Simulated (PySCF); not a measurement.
# C3H7FSi: electronic excitations and core binding energies

What electronic excitations and core binding energies should C3H7FSi (`F[SiH]1CCC1`) show?

The runs use PySCF 2.14.0, with density-fitted response routines of our own; the level of theory stands in each step. All values are computed, except where a source is named. Atoms are numbered from 0 throughout.

## (1) The starting structure

12 atoms, charge 0, multiplicity 1; geometry from: GFN2-xTB.

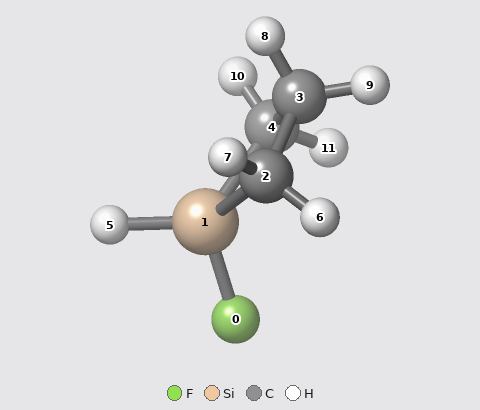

The starting geometry (fluorine green, silicon light orange, carbon grey, hydrogen white), atoms numbered.

## (2) Excited states and response: CAM-B3LYP/def2-SVPD

Job settings and geometry (Å):

```
{"job": {"kind": "uv", "xc": "CAM-B3LYP", "basis": "def2-SVPD", "nstates": 8, "ntriplets": 3}, "charge": 0, "multiplicity": 1}
F     -0.080954     1.771179    -1.939156
Si    -0.217104     1.266108    -0.407253
C     -1.110387    -0.399931    -0.174687
C      0.144533    -1.007689     0.493527
C      1.170395     0.111415     0.200691
H     -0.601217     2.462047     0.317923
H     -1.358614    -0.901438    -1.108659
H     -1.997361    -0.432019     0.452659
H     -0.004228    -1.130260     1.564918
H      0.428531    -1.973241     0.078758
H      1.749944     0.409548     1.070533
H      1.877659    -0.176404    -0.575281
```

Level: TDDFT CAM-B3LYP/def2-SVPD, vertical, gas phase, core orbitals frozen in the response.

Started as:

```console
$ OMP_NUM_THREADS=1 python probes_run.py task.json out
```

This one command runs all jobs of the session in turn.

Output:

```text
coarse grid: 10312 points
cycle   1  E = -507.4410462164  dE =  4.855e-01  |g| = 5.578e-01  |ddm| = 4.891e+00
cycle   2  E = -507.4249471241  dE =  1.610e-02  |g| = 6.894e-01  |ddm| = 1.304e+00
cycle   3  E = -507.5044641345  dE = -7.952e-02  |g| = 5.886e-02  |ddm| = 5.822e-01
cycle   4  E = -507.5050378373  dE = -5.737e-04  |g| = 2.819e-02  |ddm| = 1.159e-01
cycle   5  E = -507.5052302768  dE = -1.924e-04  |g| = 4.697e-03  |ddm| = 3.656e-02
cycle   6  E = -507.5052357556  dE = -5.479e-06  |g| = 7.769e-04  |ddm| = 1.020e-02
final grid: 94760 points
cycle   7  E = -507.5780342978  dE = -2.128e-05  |g| = 3.261e-03  |ddm| = 5.744e-02
cycle   8  E = -507.5780340753  dE =  2.225e-07  |g| = 3.516e-03  |ddm| = 9.469e-03
cycle   9  E = -507.5780370615  dE = -2.986e-06  |g| = 3.027e-04  |ddm| = 3.945e-03
cycle  10  E = -507.5780370731  dE = -1.163e-08  |g| = 1.684e-04  |ddm| = 4.209e-04
cycle  11  E = -507.5780370780  dE = -4.918e-09  |g| = 1.939e-05  |ddm| = 2.002e-04
cycle  12  E = -507.5780370782  dE = -1.185e-10  |g| = 4.372e-06  |ddm| = 4.806e-05
converged SCF energy = -507.5780370782

Static polarisability (au): isotropic 57.831, principal 51.069 57.374 65.051

Singlet excitations
state   eV       nm        f      main configurations
  1   7.1436    173.6   0.00488   H->L 0.83
  2   7.5250    164.8   0.00384   H-1->L 0.83
  3   7.7147    160.7   0.03229   H-1->L+2 0.59, H->L+1 0.32
  4   7.7647    159.7   0.08541   H->L+2 0.91
  5   7.8821    157.3   0.00610   H->L+1 0.52, H-1->L+2 0.31
  6   8.1980    151.2   0.03473   H-1->L+1 0.81
  7   8.5825    144.5   0.00137   H->L+3 0.71, H->L+4 0.12
  8   8.7633    141.5   0.03649   H->L+4 0.80, H->L+3 0.09

Triplet excitations (Tamm-Dancoff, eV): 6.7625 7.0083 7.1478
```

Wall time 37 s (1 thread of Arm Neoverse N1, shared host); peak memory 0.72 GiB.

The orbitals next to the gap, with their largest atomic shares:

```csv
orbital,eV,atoms
HOMO−3,-11.28,"C3 34 %, C2 23 %, C4 23 %"
HOMO−2,-10.97,"C3 26 %, H8 15 %, C2 14 %"
HOMO−1,-9.76,"Si1 19 %, C3 18 %, C2 16 %"
HOMO,-9.44,"C4 28 %, C2 27 %, Si1 21 %"
LUMO,1.25,"Si1 24 %, C3 14 %, H5 10 %"
LUMO+1,1.39,"Si1 42 %, F0 9 %, C4 8 %"
LUMO+2,1.42,"Si1 24 %, H5 13 %, C2 12 %"
```

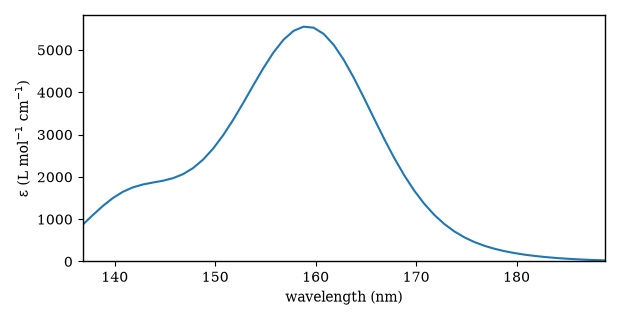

Absorption spectrum: each of the 8 states is a Gaussian band of 0.4 eV half-width at 1/e. Beyond the last state computed it falls off for lack of states.

Ground-state properties from the same run:

```csv
property,computed
dipole moment (D),1.78
polarisability (Å³),8.57
HOMO–LUMO gap (eV),10.69
−ε(HOMO) (eV),9.44
```

## (3) Core-electron binding energies: SCAN, X2C

Settings changed since step 2:

```diff
@@ -1,2 +1,2 @@
-{"job": {"kind": "uv", "xc": "CAM-B3LYP", "basis": "def2-SVPD", "nstates": 8, "ntriplets": 3}, "charge": 0, "multiplicity": 1}
+{"job": {"kind": "xps"}, "charge": 0, "multiplicity": 1}
 F     -0.080954     1.771179    -1.939156
```

Level: delta-SCF UKS SCAN, pcX-2 on the ionised atom, pcseg-1 elsewhere, spin-free X2C.

Output:

```text
ground state, core basis on atom 0 (F), 140 functions
  cycle   1  E = -508.38642978  |g| = 7.82e-01
  cycle   2  E = -508.17989983  |g| = 1.34e+00
  cycle   3  E = -508.50416917  |g| = 1.32e-01
  cycle   4  E = -508.50709153  |g| = 5.82e-02
  cycle   5  E = -508.50780575  |g| = 1.04e-02
  cycle   6  E = -508.50783015  |g| = 3.84e-03
  cycle   7  E = -508.50783275  |g| = 1.33e-03
  cycle   8  E = -508.50783224  |g| = 3.20e-04
  E(ground) = -508.54251517 Eh
hole in F 1s of atom 0
  cycle   1  E = -482.17314633  |g| = 2.58e+00
  cycle   2  E = -482.09851138  |g| = 2.13e+00
  cycle   3  E = -483.01280015  |g| = 3.58e-01
  cycle   4  E = -483.02238019  |g| = 2.77e-01
  cycle   5  E = -483.06869511  |g| = 3.26e-02
  cycle   6  E = -483.06924603  |g| = 1.11e-02
  cycle   7  E = -483.06931554  |g| = 2.29e-03
  cycle   8  E = -483.06931744  |g| = 6.94e-04
  cycle   9  E = -483.06931848  |g| = 3.28e-04
  E(ion) = -483.11032912 Eh   <S^2> = 0.7566   hole on atom = 1.000   binding energy = 692.045 eV
ground state, core basis on atom 1 (Si), 151 functions
  cycle   1  E = -508.56453612  |g| = 3.06e-01
  cycle   2  E = -508.56114344  |g| = 1.84e-01
  cycle   3  E = -508.56171515  |g| = 1.69e-01
  cycle   4  E = -508.56626955  |g| = 1.34e-02
  cycle   5  E = -508.56629546  |g| = 2.88e-03
  cycle   6  E = -508.56629799  |g| = 6.36e-04
  cycle   7  E = -508.56629751  |g| = 1.84e-04
  E(ground) = -508.55701191 Eh
hole in Si 1s of atom 1
  cycle   1  E = -439.61419287  |g| = 4.35e+00
  cycle   2  E = -439.60141385  |g| = 2.21e+00
  cycle   3  E = -440.20964785  |g| = 9.07e-01
  cycle   4  E = -440.61634577  |g| = 3.65e-01
  cycle   5  E = -440.65581676  |g| = 1.66e-01
  cycle   6  E = -440.66585167  |g| = 4.89e-02
  cycle   7  E = -440.66656383  |g| = 2.54e-02
  cycle   8  E = -440.66690867  |g| = 2.94e-03
  cycle   9  E = -440.66691392  |g| = 5.63e-04
  cycle  10  E = -440.66691321  |g| = 1.90e-04
  E(ion) = -440.66627813 Eh   <S^2> = 0.7524   hole on atom = 1.000   binding energy = 1847.401 eV
hole in Si 2p of atom 1
  cycle   1  E = -504.27536495  |g| = 1.24e+00
  cycle   2  E = -504.08150995  |g| = 1.18e+00
  cycle   3  E = -504.53115720  |g| = 3.51e-01
  cycle   4  E = -504.58834820  |g| = 1.28e-01
  cycle   5  E = -504.59273035  |g| = 5.49e-02
  cycle   6  E = -504.59392221  |g| = 1.96e-02
  cycle   7  E = -504.59408424  |g| = 6.47e-03
  cycle   8  E = -504.59410612  |g| = 6.06e-04
  cycle   9  E = -504.59410566  |g| = 1.29e-04
  E(ion) = -504.59584785 Eh   <S^2> = 0.7513   hole on atom = 1.003   binding energy = 107.789 eV
  2p3/2 = 107.519 eV   2p1/2 = 108.146 eV
ground state, core basis on atom 2 (C), 140 functions
  cycle   1  E = -508.46341898  |g| = 6.54e-02
  cycle   2  E = -508.46331207  |g| = 4.30e-02
  cycle   3  E = -508.46357572  |g| = 2.80e-02
  cycle   4  E = -508.46370324  |g| = 7.25e-03
  cycle   5  E = -508.46371241  |g| = 1.03e-03
  cycle   6  E = -508.46371293  |g| = 3.35e-04
  E(ground) = -508.49553670 Eh
hole in C 1s of atom 2
  cycle   1  E = -497.23198785  |g| = 1.51e+00
  cycle   2  E = -496.53380300  |g| = 1.84e+00
  cycle   3  E = -497.75924143  |g| = 3.46e-01
  cycle   4  E = -497.79407000  |g| = 1.95e-01
  cycle   5  E = -497.80539027  |g| = 6.29e-02
  cycle   6  E = -497.80661881  |g| = 1.40e-02
  cycle   7  E = -497.80669126  |g| = 8.12e-03
  cycle   8  E = -497.80673084  |g| = 1.69e-03
  cycle   9  E = -497.80673398  |g| = 8.41e-04
  cycle  10  E = -497.80673483  |g| = 2.48e-04
  E(ion) = -497.83789596 Eh   <S^2> = 0.7694   hole on atom = 1.000   binding energy = 290.009 eV
ground state, core basis on atom 3 (C), 140 functions
  cycle   1  E = -508.46325327  |g| = 5.79e-02
  cycle   2  E = -508.46320013  |g| = 2.25e-02
  cycle   3  E = -508.46319946  |g| = 2.26e-02
  cycle   4  E = -508.46332389  |g| = 2.75e-03
  cycle   5  E = -508.46332554  |g| = 4.94e-04
  E(ground) = -508.49503370 Eh
hole in C 1s of atom 3
  cycle   1  E = -497.21360247  |g| = 1.51e+00
  cycle   2  E = -496.46802889  |g| = 1.88e+00
  cycle   3  E = -497.73526919  |g| = 3.40e-01
  cycle   4  E = -497.77719872  |g| = 1.18e-01
  cycle   5  E = -497.78021525  |g| = 7.16e-02
  cycle   6  E = -497.78186152  |g| = 9.68e-03
  cycle   7  E = -497.78190539  |g| = 5.57e-03
  cycle   8  E = -497.78192387  |g| = 2.35e-03
  cycle   9  E = -497.78192904  |g| = 1.01e-03
  cycle  10  E = -497.78192907  |g| = 2.86e-04
  E(ion) = -497.81307614 Eh   <S^2> = 0.7712   hole on atom = 1.000   binding energy = 290.671 eV
```

Wall time 73 s (1 thread of Arm Neoverse N1, shared host); peak memory 0.48 GiB.

Binding energies by hole, beside the orbital energy of the ground state; the difference holds orbital relaxation and, for a density functional, its self-interaction error:

```csv
hole,stands for,environment,ΔSCF (eV; 2p as the shell's mean),−ε (eV),⟨S²⟩
F1s on F0,F0,fluorine bonded to Si,692.05,666.2,0.757
Si1s on Si1,Si1,"silicon bonded to 2 C, F, H, in a 4-membered ring",1847.40,1794.1,0.752
Si2p on Si1,Si1,"silicon bonded to 2 C, F, H, in a 4-membered ring",107.73,96.8,0.751
C1s on C2,"C2, C4",sp3 CH2 bonded to Si,290.01,273.3,0.769
C1s on C3,C3,sp3 CH2 in a ring,290.67,273.8,0.771
```

Each hole run stands for the others of its class of like atoms.

With the spin-orbit splitting: Si1 2p3/2 107.52, 2p1/2 108.15 eV. The table gives each 2p level as the mean over the whole 2p shell (two parts 2p3/2, one part 2p1/2), which differs a little from the single hole in the log.

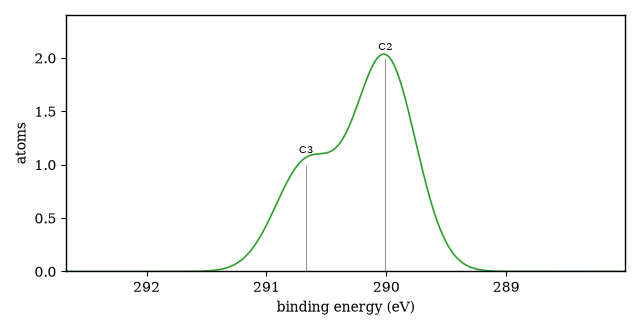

The C1s photoelectron lines, weighted by the number of atoms. Lines are broadened to a width of 0.60 eV (Gaussian).

## (4) Outcome

| quantity | value |
| --- | --- |
| lowest singlet (CAM-B3LYP/def2-SVPD) | 7.14 eV (174 nm), f = 0.005 |
| brightest single state of those computed | state 4, 7.76 eV, f = 0.085 |
| lowest triplet | 6.76 eV |
| C1s binding energies, SCAN/pcX-2 | C3 290.67, C2 290.01 eV |
| F1s binding energies, SCAN/pcX-2 | F0 692.05 eV |
| Si1s binding energies, SCAN/pcX-2 | Si1 1847.40 eV |
| Si2p binding energies, SCAN/pcX-2 | Si1 107.73 eV |

In words: The lowest singlet, at 7.14 eV, is HOMO→LUMO 0.83 and is weak; of the 8 states computed, the strongest absorption comes from state 4 at 7.76 eV (the last state computed is bright too, and its partners may lie past the list). The lowest triplet lies 0.38 eV below the lowest singlet (triplets in Tamm-Dancoff, singlets in full TDDFT). C3 (sp3 CH2 in a ring) binds its C1s electron 0.66 eV more tightly than C2 (sp3 CH2 bonded to Si).
